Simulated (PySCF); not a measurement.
```csv
atom,x (Å),y (Å),z (Å)
Si,0.0000,0.0000,-0.5463
C,0.0000,0.0000,1.2737
```

Computed with PBE0/def2-TZVP, non-relativistic Hamiltonian with scalar-relativistic core potentials where named, at a bond length of 1.820 Å (PySCF 2.14.0).

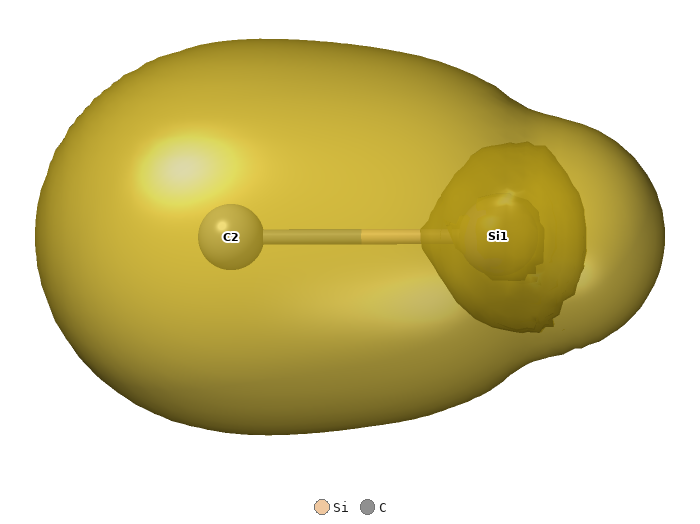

SiC (charge +1, quartet). Isosurfaces of the spin density (α minus β) at +0.04 (yellow) and −0.04 e/Å³ (cyan), seen from one side.

Question: Describe the spin distribution.

Answer: The unpaired spin (3 electrons) lies mostly on C2 (about 2.1) and Si1 (about 0.9), in electrons by Hirshfeld's partition. Only one sign reaches the isovalue.
